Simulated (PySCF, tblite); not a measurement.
# C2H11O2Si3 radical: geometry, infrared bands and EPR parameters

What infrared bands and EPR parameters should C2H11O2Si3 radical (`CCO[Si@@H]([SiH2])O[SiH3]`) show?

The runs use tblite 0.8.0 and PySCF 2.14.0, with density-fitted response routines of our own; the level of theory stands in each step. All values are computed, except where a source is named. Atoms count from 0, in the outputs and in this text.

## (1) The starting structure

18 atoms, charge 0, multiplicity 2; geometry from: force field or distance geometry start.

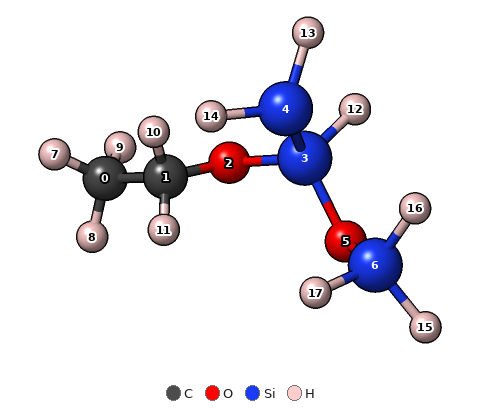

As it starts; carbon dark grey, oxygen red, silicon blue, hydrogen pink, atoms numbered.

## (2) Relaxing the molecule with GFN2-xTB

Job settings and geometry (Å):

```
{"job": {"kind": "relax", "xc": "GFN2-xTB", "basis": "xTB"}, "charge": 0, "multiplicity": 2}
C     -2.958300    -0.986500    -0.077600
C     -1.573200    -0.376700     0.018500
O     -1.018600    -0.352700    -1.228000
Si     0.543400     0.296500    -1.358000
Si     0.911400     2.018600     0.002700
O      1.713300    -0.948200    -1.215200
Si     3.049500    -0.545700    -0.243200
H     -3.646600    -0.460500     0.647000
H     -2.905300    -2.065200     0.251600
H     -3.371300    -0.897300    -1.105600
H     -1.682300     0.674900     0.389300
H     -1.011500    -0.981000     0.762900
H      0.644300     0.829100    -2.725700
H      0.742300     3.253500    -0.765000
H      0.081800     2.007200     1.200700
H      4.094300    -1.562100    -0.530000
H      3.627700     0.770500    -0.512400
H      2.750300    -0.667800     1.211600
```

On the command line:

```bash
OMP_NUM_THREADS=1 python probes_run.py task.json out
```

The driver reads the jobs from task.json and runs them one after another.

The log of the run:

```text
step      E/eV     max force
  0    -633.25678    2.755
  1    -633.57202    1.676
  2    -633.69958    0.742
  3    -633.75453    0.689
  4    -633.82740    0.601
  5    -633.87260    0.560
  6    -633.92163    0.576
  7    -633.95904    0.471
  8    -633.98730    0.411
  9    -634.01570    0.370
 10    -634.04632    0.492
 11    -634.07862    0.563
 12    -634.11198    0.497
 13    -634.14054    0.390
 14    -634.15851    0.341
 15    -634.16922    0.240
 16    -634.17703    0.217
 17    -634.18330    0.231
 18    -634.19181    0.290
 19    -634.20214    0.251
 20    -634.21283    0.264
 21    -634.22353    0.221
 22    -634.23496    0.260
 23    -634.24543    0.278
 24    -634.25342    0.220
 25    -634.25919    0.188
 26    -634.26424    0.227
 27    -634.26988    0.253
 28    -634.27563    0.220
 29    -634.28114    0.187
 30    -634.28714    0.178
 31    -634.29458    0.230
 32    -634.30270    0.276
 33    -634.31036    0.268
 34    -634.31671    0.154
 35    -634.32235    0.180
 36    -634.32772    0.195
 37    -634.33430    0.183
 38    -634.33951    0.155
 39    -634.34402    0.190
 40    -634.34816    0.202
 41    -634.35314    0.192
 42    -634.35833    0.174
 43    -634.36253    0.131
 44    -634.36483    0.115
 45    -634.36641    0.082
 46    -634.36778    0.083
 47    -634.36972    0.101
 48    -634.37168    0.124
 49    -634.37339    0.094
 50    -634.37467    0.073
 51    -634.37576    0.064
 52    -634.37682    0.084
 53    -634.37793    0.096
 54    -634.37906    0.080
 55    -634.38047    0.085
 56    -634.38232    0.122
 57    -634.38468    0.120
 58    -634.38681    0.113
 59    -634.38905    0.119
 60    -634.39102    0.140
 61    -634.39372    0.149
 62    -634.39660    0.149
 63    -634.40161    0.180
 64    -634.40499    0.150
 65    -634.40947    0.201
 66    -634.41525    0.152
 67    -634.41993    0.166
 68    -634.42426    0.188
 69    -634.43249    0.225
 70    -634.44232    0.258
 71    -634.45098    0.360
 72    -634.45616    0.405
 73    -634.46969    0.222
 74    -634.47523    0.176
 75    -634.48378    0.134
 76    -634.48867    0.185
 77    -634.49268    0.186
 78    -634.49963    0.189
 79    -634.50665    0.163
 80    -634.51195    0.165
 81    -634.51513    0.136
 82    -634.51764    0.122
 83    -634.52041    0.113
 84    -634.52299    0.103
 85    -634.52437    0.091
 86    -634.52584    0.086
 87    -634.52770    0.118
 88    -634.52980    0.110
 89    -634.53159    0.113
 90    -634.53298    0.095
 91    -634.53395    0.084
 92    -634.53465    0.060
 93    -634.53525    0.064
 94    -634.53586    0.054
 95    -634.53645    0.062
 96    -634.53707    0.052
 97    -634.53777    0.045
 98    -634.53837    0.051
 99    -634.53879    0.045
100    -634.53910    0.040
101    -634.53944    0.034
102    -634.53981    0.042
103    -634.54018    0.041
104    -634.54055    0.045
105    -634.54101    0.055
106    -634.54166    0.078
107    -634.54245    0.086
108    -634.54323    0.070
109    -634.54394    0.056
110    -634.54467    0.058
111    -634.54549    0.058
112    -634.54628    0.058
113    -634.54683    0.046
114    -634.54719    0.044
115    -634.54752    0.041
116    -634.54789    0.048
117    -634.54830    0.045
118    -634.54870    0.043
119    -634.54901    0.039
120    -634.54921    0.031
121    -634.54932    0.021
122    -634.54939    0.017
123    -634.54944    0.015
124    -634.54947    0.012
125    -634.54949    0.009
```

Run time: 1.2 s. Hardware: 1 thread of Arm Neoverse V1, shared host.

Relaxation path: (not every step is listed)

| step | energy from step 0 (eV) | largest force (eV/Å) |
| --- | --- | --- |
| 0 | 0.0000 | 2.7547 |
| 1 | -0.3152 | 1.6760 |
| 2 | -0.4428 | 0.7416 |
| 3 | -0.4977 | 0.6886 |
| 4 | -0.5706 | 0.6007 |
| 5 | -0.6158 | 0.5604 |
| 6 | -0.6649 | 0.5762 |
| 7 | -0.7023 | 0.4706 |
| 8 | -0.7305 | 0.4108 |
| 19 | -0.9454 | 0.2510 |
| 30 | -1.0304 | 0.1780 |
| 41 | -1.0964 | 0.1917 |
| 52 | -1.1200 | 0.0835 |
| 63 | -1.1448 | 0.1804 |
| 74 | -1.2184 | 0.1760 |
| 85 | -1.2676 | 0.0914 |
| 96 | -1.2803 | 0.0524 |
| 107 | -1.2857 | 0.0860 |
| 118 | -1.2919 | 0.0427 |
| 120 | -1.2924 | 0.0312 |
| 121 | -1.2925 | 0.0215 |
| 122 | -1.2926 | 0.0168 |
| 123 | -1.2927 | 0.0152 |
| 124 | -1.2927 | 0.0124 |
| 125 | -1.2927 | 0.0094 |

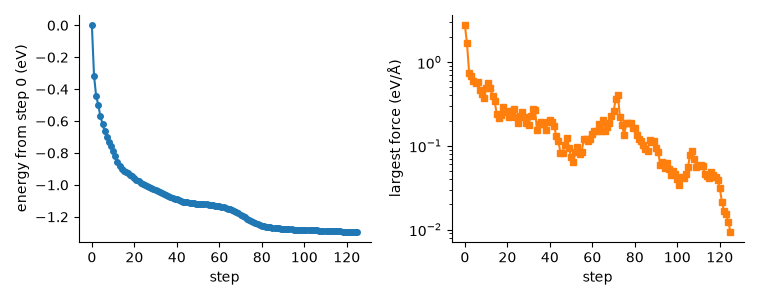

Energy and force, step by step.

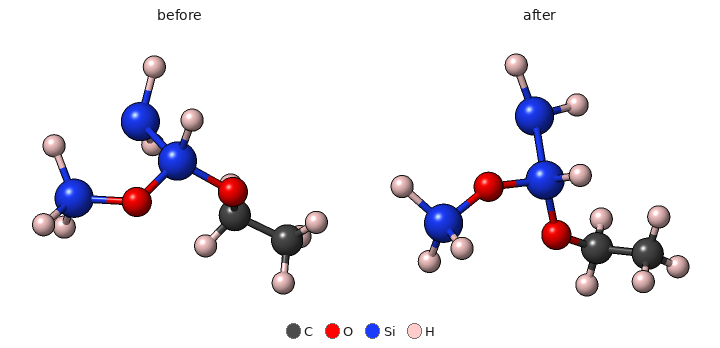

The geometry before (left) and after (right).

Close pairs (by a distance rule), those that changed most:

```
   bond  before (Å)  after (Å)  change (Å)
 Si3–O5       1.714      1.624      -0.090
 O5–Si6       1.701      1.614      -0.087
 O2–Si3       1.697      1.625      -0.071
  C0–H7       1.129      1.087      -0.043
  C0–H8       1.129      1.087      -0.042
Si3–Si4       2.225      2.267      +0.041
Si6–H17       1.490      1.461      -0.029
  C1–O2       1.365      1.392      +0.028
```

The final coordinates are the input of the step that follows.

## (3) Harmonic vibrations with GFN2-xTB

Job settings and geometry (Å):

```
{"job": {"kind": "ir", "xc": "GFN2-xTB", "basis": "xTB"}, "charge": 0, "multiplicity": 2}
C     -2.557667    -1.041584    -0.376363
C     -1.602388    -0.503387     0.680137
O     -0.282737    -0.480283     0.236950
Si     0.401796     0.511079    -0.853910
Si     0.277394     2.675022    -0.191017
O      1.987349     0.161792    -0.799215
Si     3.183545    -0.863448    -0.450090
H     -3.562776    -1.110721     0.030701
H     -2.234864    -2.028824    -0.697076
H     -2.567082    -0.380962    -1.239761
H     -1.910886     0.508888     0.976085
H     -1.627176    -1.145626     1.567360
H     -0.011016     0.070918    -2.200944
H      1.006844     3.722737    -0.915162
H     -1.054117     3.261644     0.051151
H      3.114598    -2.001492    -1.366261
H      4.374764    -0.045859    -0.666492
H      3.055661    -1.303576     0.937489
```

The log of the run:

```text
mode    cm-1     km/mol
  1     -24.1      0.42
  2      16.3      0.23
  3      48.3      1.58
  4      55.9      0.76
  5      83.8      0.95
  6      99.7      0.36
  7     133.4      0.18
  8     166.2      3.64
  9     208.1      8.53
 10     248.4     15.41
 11     274.1      8.69
 12     393.8     22.87
 13     413.3     24.21
 14     436.8     11.75
 15     496.7     23.28
 16     593.2     12.58
 17     599.8     57.92
 18     636.5     51.33
 19     677.7    445.45
 20     740.3    184.63
 21     756.6    146.01
 22     770.0    230.71
 23     791.0    261.51
 24     813.4    549.07
 25     831.0    112.94
 26     834.5     12.74
 27     977.5     31.90
 28    1084.3    687.63
 29    1088.4     10.21
 30    1152.7     13.62
 31    1171.6    191.39
 32    1269.9      2.83
 33    1343.9      7.49
 34    1398.3     12.75
 35    1481.6      3.72
 36    1487.1      0.66
 37    1497.6      1.78
 38    2077.4    283.03
 39    2151.7    364.61
 40    2212.7    317.79
 41    2248.3    410.15
 42    2264.3    417.26
 43    2279.2    114.91
 44    2878.9     57.42
 45    2932.8     38.51
 46    3040.8     36.32
 47    3043.9     21.41
 48    3045.6     25.06
```

It took 0.85 s on 1 thread of Arm Neoverse V1, shared host.

The strongest bands and the atoms that carry them (share of the mass-weighted mode):

```csv
cm⁻¹,km/mol,atoms
678,445.4,"H12 72 %, Si3 19 %"
813,549.1,"H14 35 %, H13 32 %"
1084,687.6,O5 76 %
2077,283.0,H12 97 %
2152,364.6,H14 96 %
2213,317.8,H13 96 %
2248,410.1,"H15 77 %, H17 18 %"
2264,417.3,"H17 51 %, H16 37 %"
```

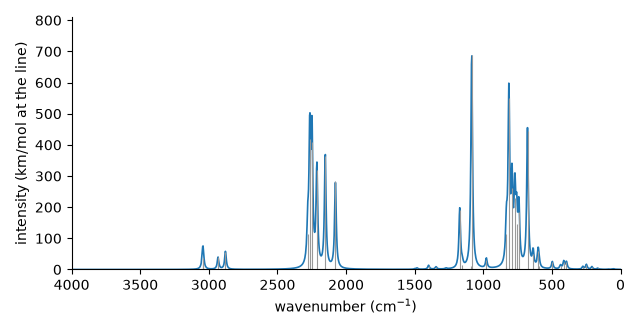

The infrared spectrum from these modes, unscaled. Lines are broadened to a width of 14 cm⁻¹ (Lorentzian).

## (4) EPR parameters: B3LYP/pcH-1

The job, as its differences from that of step 3:

```diff
@@ -1,2 +1,2 @@
-{"job": {"kind": "ir", "xc": "GFN2-xTB", "basis": "xTB"}, "charge": 0, "multiplicity": 2}
+{"job": {"kind": "epr", "basis": "pcH-1"}, "charge": 0, "multiplicity": 2}
 C     -2.557667    -1.041584    -0.376363
```

Method: UKS B3LYP, pcH-1 on C H O Si, non-relativistic, mean-field spin-orbit, GIAO.

The log of the run:

```text
UKS, coarse grid
  cycle   1  E = -1101.65459246  |g| = 8.02e-01
  cycle   2  E = -1101.10500311  |g| = 1.43e+00
  cycle   3  E = -1101.86513571  |g| = 1.15e-01
  cycle   4  E = -1101.86953014  |g| = 5.47e-02
  cycle   5  E = -1101.87083919  |g| = 1.16e-02
  cycle   6  E = -1101.87088860  |g| = 4.65e-03
  cycle   7  E = -1101.87089467  |g| = 1.51e-03
  cycle   8  E = -1101.87089685  |g| = 3.07e-04
UKS, final grid
  cycle   1  E = -1101.87087290  |g| = 3.27e-04
  cycle   2  E = -1101.87087286  |g| = 4.96e-04
  cycle   3  E = -1101.87087294  |g| = 6.24e-05
  cycle   4  E = -1101.87087295  |g| = 1.86e-05
E = -1101.87087295 Eh   <S^2> = 0.7524 (exact 0.7500)
g shifts (ppm)      1          2          3
  rmc          -117       -117       -117
  gc              4         32         34
  oz_so        -181       2392       3124
  total        -294       2307       3042
hyperfine (MHz)  atom isotope    a_iso     a_fc   dipolar eigenvalues
    0   13C      -0.02      -0.02     -0.19     -0.15      0.34
    1   13C       0.19       0.19     -0.33     -0.23      0.56
    2   17O      -1.30      -1.30     -0.61      0.02      0.59
    3  29Si       2.17       2.10     -9.70      3.31      6.39
    4  29Si    -338.70    -339.63   -175.90     86.84     89.06
    5   17O       0.88       0.88     -0.65      0.28      0.38
    6  29Si       0.24       0.24     -0.24      0.09      0.15
    7    1H       0.19       0.19     -0.48     -0.43      0.91
    8    1H       0.46       0.46     -0.53     -0.44      0.97
    9    1H       0.03       0.03     -0.94     -0.80      1.74
   10    1H       0.08       0.08     -1.94     -1.43      3.37
   11    1H      -0.07      -0.07     -0.81     -0.67      1.48
   12    1H      54.31      54.31     -2.55     -0.18      2.73
   13    1H      -3.97      -4.00    -10.41      2.24      8.17
   14    1H      -6.43      -6.46    -10.44      2.08      8.36
   15    1H      -0.10      -0.10     -0.49     -0.39      0.87
   16    1H       0.19       0.19     -0.66     -0.59      1.25
   17    1H       0.14       0.14     -0.71     -0.61      1.33
```

Run time: 2.2 min. Hardware: 1 thread of Arm Neoverse V1, shared host; peak memory 1.1 GiB.

Principal g values 2.00203, 2.00463, 2.00536; g(iso) = 2.00400, against 2.00232 for a free electron.

Mean a(iso) over the nuclei that a row names, and the largest dipolar term of the row (other rows stand at the frozen geometry):

| nuclei | isotope | a(iso) (MHz) | a(iso) (G, at g = 2.0023) | largest dipolar term (MHz) |
| --- | --- | --- | --- | --- |
| Si4 | 29Si | -338.7 | -120.9 | -175.9 |
| H12 | 1H | 54.3 | 19.4 | 2.7 |
| H13, H14 | 1H | -5.2 | -1.9 | -10.4 |
| Si3 | 29Si | 2.2 | 0.8 | -9.7 |
| O2 | 17O | -1.3 | -0.5 | -0.6 |
| O5 | 17O | 0.9 | 0.3 | -0.7 |
| Si6 | 29Si | 0.2 | 0.1 | -0.2 |
| H7, H8, H9 | 1H | 0.2 | 0.1 | 1.7 |
| C1 | 13C | 0.2 | 0.1 | 0.6 |
| H10 | 1H | 0.1 | 0.0 | 3.4 |
| H15, H16, H17 | 1H | 0.1 | 0.0 | 1.3 |
| H11 | 1H | -0.1 | 0.0 | 1.5 |
| C0 | 13C | 0.0 | 0.0 | 0.3 |

Mulliken spin populations:

C0 0.00; C1 0.00; O2 0.00; Si3 0.03; Si4 0.99; O5 0.00; Si6 0.00; H7 0.00; H8 0.00; H9 0.00; H10 0.00; H11 0.00; H12 0.03; H13 -0.02; H14 -0.02; H15 0.00; H16 0.00; H17 0.00

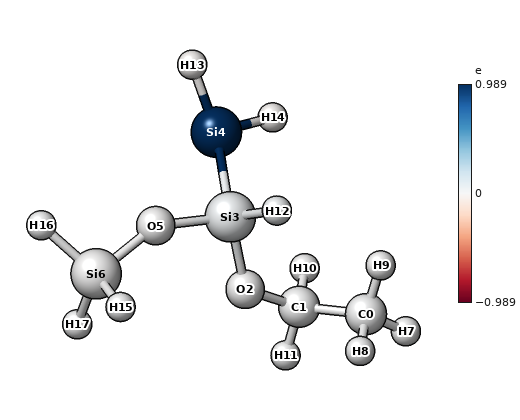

Mulliken spin populations, as colours on the atoms.

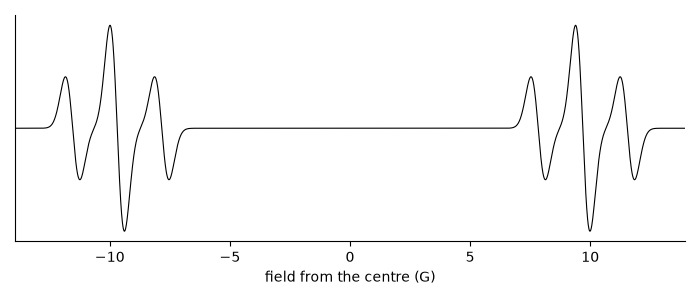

First-order isotropic spectrum (first derivative, main isotopes with spin only, couplings over 0.8 MHz, Gaussian width 0.3 G; couplings of the frozen geometry, rotation of groups not averaged beyond the rows shown).

The fields below are evaluated on a grid from the run's orbitals.

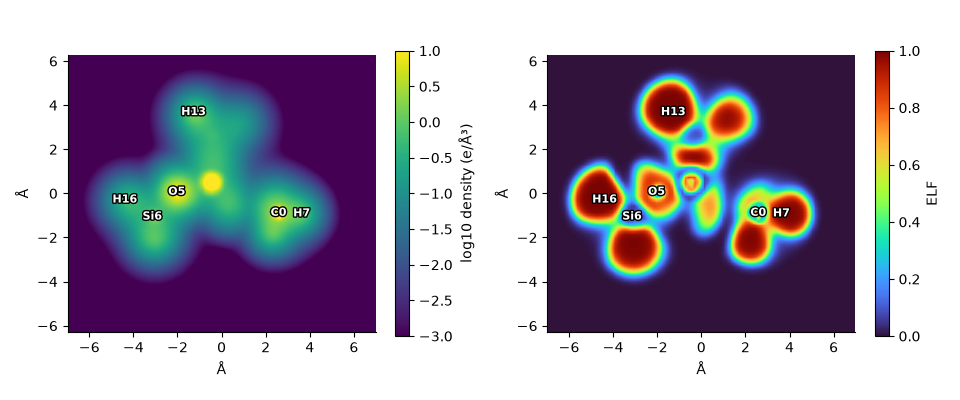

Density (left) and ELF (right) in a plane through or near 6 of the atoms.

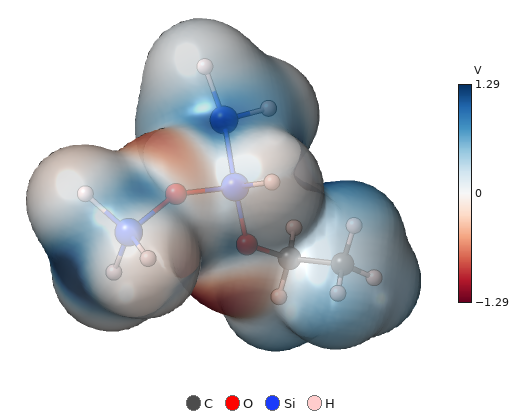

The potential that a unit positive charge feels on the 0.002 e/bohr³ surface, from -0.91 V near O2 to 1.29 V near H10.

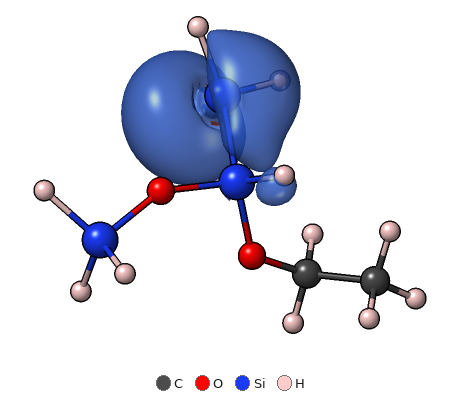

Spin density at ±0.02 e/Å³ (alpha excess blue, beta excess red).

## (5) What came out

```
                                                                  quantity                    value
                                 strongest single infrared mode (GFN2-xTB)    1084 cm⁻¹, 688 km/mol
                                              zero-point energy (GFN2-xTB)            76.1 kcal/mol
                                                            g(iso) (B3LYP)                  2.00400
                                                                      ⟨S²⟩       0.752 (exact 0.75)
                                        largest a(iso) (averaged by class)  29Si on Si4, -338.7 MHz
potential on the surface of density 0.002 e/bohr³, 1st and 99th percentile       -0.91 V and 1.29 V
```

In words: Over 125 steps the energy fell by 1.293 eV; of the close pairs, Si3–O5 changed most, 1.714 to 1.624 Å. The lowest mode is imaginary (24i cm⁻¹), so the xTB geometry is not a minimum: the zero-point energy counts the real modes alone, and all values at this geometry belong to a saddle point. The strongest single mode, at 1084 cm⁻¹, moves mainly O5. GFN2-xTB is a fitted tight-binding method: band positions and strengths are rough. Its intensities can rank the bands wrongly. Most of the unpaired spin sits on Si4 (0.99 e). The isotropic g lies 1.7 ppt above the free-electron value. These values are for one conformer; the search (at its own cheap level) found 2 more, at 0.26, 0.76 kcal/mol, and measured spectra average over such forms.
